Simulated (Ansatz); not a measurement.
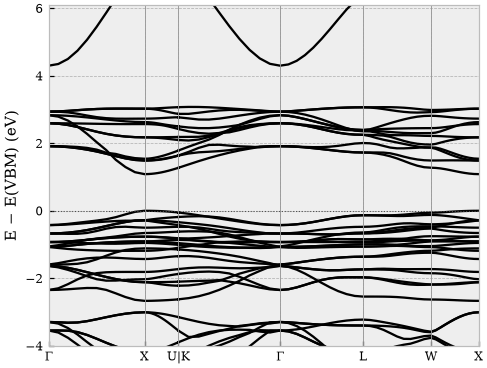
Figure: Band structure from the program Ansatz at the r²SCAN level (PAW)

### Question
Read off the gap and where the band edges lie.

### Answer
About 1.1 eV (1.09 eV by a search for the band edges); maximum at X, minimum at X.

### Question
Which compound is it?
A. Ta2Cd2O7, Fd-3m (Ta on 16c, Cd on 16d, O on 48f, O on 8b)
B. Ba2MgMoO6, Fm-3m (Ba on 8c, Mg on 4b, Mo on 4a, O on 24e)
C. K2LiCuF6, Fm-3m (K on 8c, Li on 4b, Cu on 4a, F on 24e)
D. Co3O4, Fd-3m (Co on 16c, Co on 8b, O on 32e)

### Answer
D, Co3O4, Fd-3m (Co on 16c, Co on 8b, O on 32e)

The first step of the workflow began from a Materials Project structure, measured or hypothetical; the Crystallography Open Database files this formula in space group No. 227, but the cells were not matched. Whether it is the stable phase at ambient conditions was not checked. The cell was relaxed with r²SCAN under the symmetry of its start, as lowered by the spin order; whether a distortion lowers the energy is not shown. Magnetic state: antiferromagnetic, chosen from 2 collinear starts compared on coarse meshes (ties went to the first, and starts can fall back to one state), not a proven ground state. Other orbital occupations within this spin state were not tried. No Hubbard U is applied.

Potentials: the later of the program's two PAW sets.
